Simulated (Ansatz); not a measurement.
# Calculations on SiNH7O

**1. Relaxation**

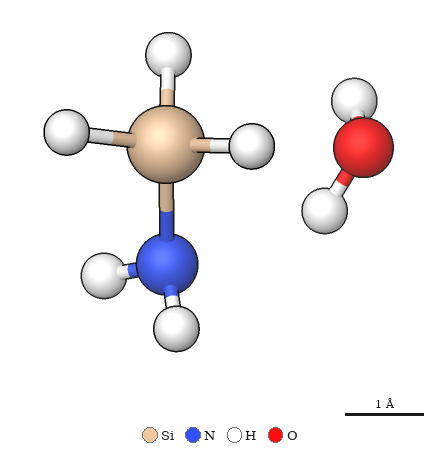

Starting structure of SiNH7O. The picture is a ball-and-stick view, seen at a tilt.

The run prepares an end point of a later path (reaction) calculation, from a guessed geometry.

Theory: RKS B3LYP/6-31G* (Ansatz 0.2.0).

Input
```yaml
crystal:
  periodic: [false, false, false]
  atoms:
    - { symbol: Si, position_ang: [-0.095585, 0.206869, 0.182136] }
    - { symbol: "N", position_ang: [-0.053069, 0.083716, 1.975758] }
    - { symbol: H, position_ang: [-0.959581, 0.159005, 2.430712] }
    - { symbol: H, position_ang: [0.575852, 0.749624, 2.418154] }
    - { symbol: H, position_ang: [1.288844, 0.314853, -0.321365] }
    - { symbol: H, position_ang: [-0.819216, 1.443271, -0.263803] }
    - { symbol: H, position_ang: [-0.869716, -0.930159, -0.372518] }
    - { symbol: O, position_ang: [1.344063, -2.231897, 0.756656] }
    - { symbol: H, position_ang: [0.704116, -2.940817, 0.59786] }
    - { symbol: H, position_ang: [1.056991, -1.843766, 1.619411] }
basis:
  gaussian: { orbitals: "6-31G*" }
hamiltonian:
  xc: b3lyp
relax:
  f_tol: 0.03
  max_steps: 50
output:
  orbitals: {}
```

Launched with:
```bash
ansatz run input.yaml --threads 1 --pin off --max-ram 2048MiB --backend cpu --events-out ev --progress --plain --runs-dir out
```

**What does the optimiser find from here?**

The atom that moves furthest after the best rigid fit is O8 (0.49 Å). By element the largest moves are O 0.49 Å, H 0.45 Å, Si 0.24 Å, N 0.22 Å. Some distances before and after: Si1–N2 1.798 → 1.761 Å, O8–H10 0.989 → 0.980 Å, Si1–H6 1.500 → 1.494 Å. Among the angles between lasting bonds that change: N2–Si1–H6 111.4° → 114.6°, H5–Si1–H7 114.7° → 111.5°, H6–Si1–H7 105.6° → 107.6°. The energy falls by 13.4 kJ/mol in 7 accepted moves (8 points after the start). The largest force component goes from 0.66 to 0.011 eV/Å. The line search rejected the trial step at point 5 of the run. Cost: 25 s on 1 thread of Arm Neoverse V1 (shared host), peak memory 0.13 GiB.

The structure at the end:

```xyz
10

Si   -0.1847    0.4150    0.0917
N    -0.0037   -0.0216    1.7876
H    -0.8590   -0.1261    2.3262
H     0.6492    0.5454    2.3217
H     1.1748    0.5151   -0.4864
H    -0.8935    1.7088   -0.1460
H    -0.9758   -0.6567   -0.5623
O     1.4822   -2.4889    1.1539
H     0.7892   -3.1453    0.9896
H     0.9940   -1.7350    1.5469
```

After the run, drawn alike:

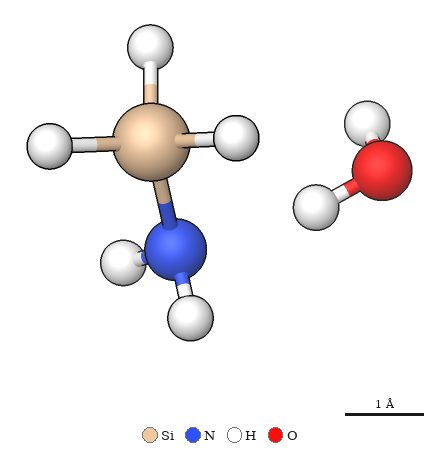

Limits of the set-up: the start holds two separate molecules, 2.3 Å apart at their closest, whose relative position is a soft coordinate and is computed without a dispersion correction.

**2. Relaxation**

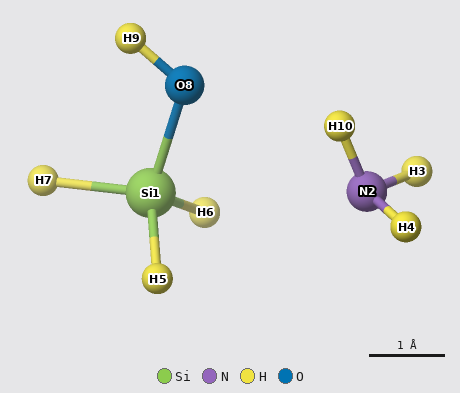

Starting structure of SiNH$_{7}$O. The picture is a ball-and-stick view, seen at a tilt.

The run prepares an end point of a later path (reaction) calculation, from a guessed geometry.

These are results of RKS B3LYP/6-31G* in Ansatz 0.2.0, not measurements.

Input file:
```yaml
crystal:
  periodic: [false, false, false]
  atoms:
    - { symbol: Si, position_ang: [0.06908, -0.477011, -0.405497] }
    - { symbol: "N", position_ang: [0.342422, 0.191944, 2.525138] }
    - { symbol: H, position_ang: [-0.519305, 0.267102, 3.063631] }
    - { symbol: H, position_ang: [1.071264, 0.651012, 3.069461] }
    - { symbol: H, position_ang: [1.218778, 0.45759, -0.394259] }
    - { symbol: H, position_ang: [-1.194838, 0.21814, -0.070126] }
    - { symbol: H, position_ang: [-0.070521, -0.982859, -1.811792] }
    - { symbol: O, position_ang: [0.331497, -1.842347, 0.541449] }
    - { symbol: H, position_ang: [0.348882, -2.655846, 0.02035] }
    - { symbol: H, position_ang: [0.575442, -0.817025, 2.484645] }
basis:
  gaussian: { orbitals: "6-31G*" }
hamiltonian:
  xc: b3lyp
relax:
  f_tol: 0.03
  max_steps: 50
```

Launched with:
```bash
ansatz run input.yaml --threads 1 --pin off --max-ram 2048MiB --backend cpu --events-out ev --progress --plain --runs-dir out
```

### What does the optimiser find from here?

Over 8 accepted moves (9 points after the start) the energy falls by 0.037 eV. The largest force component goes from 0.71 to 0.021 eV/Å. The line search rejected the trial step at point 5 of the run. The atom that moves furthest after the best rigid fit is H4 (0.47 Å). By element the largest moves are H 0.47 Å, N 0.25 Å, Si 0.24 Å, O 0.11 Å. Near-neighbour distances that change, for instance: Si1–N2 3.018 → 2.546 Å, N2–H10 1.036 → 1.017 Å, Si1–H7 1.501 → 1.512 Å, Si1–O8 1.682 → 1.692 Å. Bond angles that change, for instance: H7–Si1–O8 105.6° → 101.1°, H5–Si1–O8 112.7° → 116.6°, H5–Si1–H7 107.0° → 103.4°.

History of the run:

| step | E − E(0), eV | largest force component, eV/Å | note |
| --- | --- | --- | --- |
| 0 | 0.0000 | 0.7114 |  |
| 1 | -0.0085 | 0.3755 |  |
| 2 | -0.0151 | 0.3847 |  |
| 3 | -0.0205 | 0.3575 |  |
| 4 | -0.0263 | 0.3924 |  |
| 5 | -0.0245 | 0.2067 | rejected |
| 6 | -0.0343 | 0.1171 |  |
| 7 | -0.0368 | 0.0785 |  |
| 8 | -0.0371 | 0.0525 |  |
| 9 | -0.0374 | 0.0212 |  |

The structure at the end:

```xyz
10

Si    0.0885   -0.4465   -0.1670
N     0.3155    0.0461    2.3210
H    -0.5353    0.3376    2.7980
H     1.0583    0.6834    2.6009
H     1.2332    0.5005   -0.1710
H    -1.2110    0.2210    0.1033
H    -0.0261   -0.8632   -1.6159
O     0.3451   -1.9408    0.5839
H     0.3489   -2.6421   -0.0833
H     0.5555   -0.8853    2.6531
```

The end point in the same view:

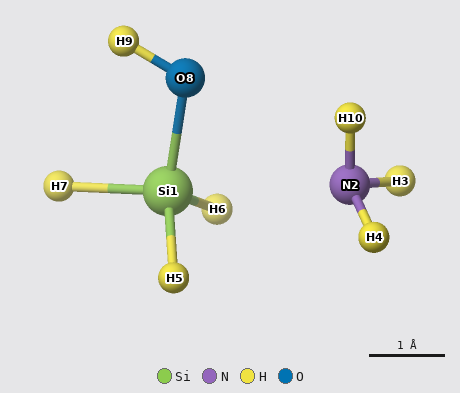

Limits of the set-up: the start holds two separate molecules, 2.2 Å apart at their closest, whose relative position is a soft coordinate and is computed without a dispersion correction.

**3. Path**

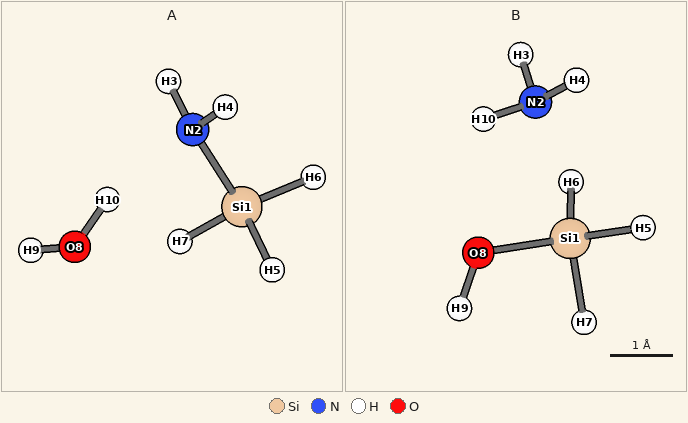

The two relaxed end points of a path for SiNH7O. The picture is a ball-and-stick view, seen at a tilt.

All numbers below come from Ansatz, RKS B3LYP/6-31G*.

Run with 5 movable images; climbing image; force threshold 0.05 eV/Å; iteration limit 60.

Start:
```xyz
10

Si   -0.1833    0.4154    0.0914
N    -0.0060   -0.0224    1.7874
H    -0.8626   -0.1277    2.3240
H     0.6454    0.5446    2.3235
H     1.1776    0.5166   -0.4834
H    -0.8922    1.7090   -0.1470
H    -0.9723   -0.6563   -0.5652
O     1.4827   -2.4884    1.1554
H     0.7903   -3.1451    0.9890
H     0.9931   -1.7351    1.5478
```

End:
```xyz
10

Si    0.0274   -0.4528   -0.1581
N     0.3707    0.0508    2.3142
H    -0.4640    0.3063    2.8381
H     1.1002    0.7194    2.5537
H     1.1289    0.5419   -0.2240
H    -1.2823    0.1591    0.1847
H    -0.1495   -0.8751   -1.5991
O     0.3883   -1.9344    0.5750
H     0.3849   -2.6353   -0.0925
H     0.6680   -0.8692    2.6310
```

**Predict the minimum-energy path and its barrier.**

Forward barrier 97.7 kJ/mol, backward barrier 138.3 kJ/mol, with image 3 at the top; the reaction energy is −40.6 kJ/mol. Breaking: O8–H10 (0.98 → 1.29 at the top → 2.33 Å), Si1–N2 (1.76 → 1.92 at the top → 2.55 Å). Forming: N2–H10 (2.00 → 1.22 at the top → 1.02 Å), Si1–O8 (3.51 → 2.04 at the top → 1.69 Å). The band is converged. At the top, the vibrational analysis gives one imaginary mode (1080i cm⁻¹), as a transition state must have.

Energies of the converged images:

```tsv
image	path (Å)	E (kJ/mol)
0	0.00	0.0
1	0.65	2.9
2	1.29	31.0
3	1.94	97.7
4	2.82	35.4
5	3.71	-22.2
6	4.59	-40.6
```

The geometry at the top of the path:

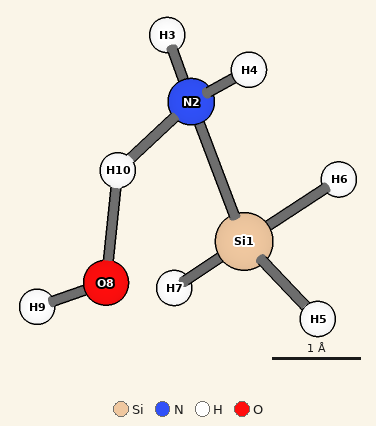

Cost: 2.2 min on 1 thread of Arm Neoverse V1, on a shared host, peak memory 0.12 GiB.
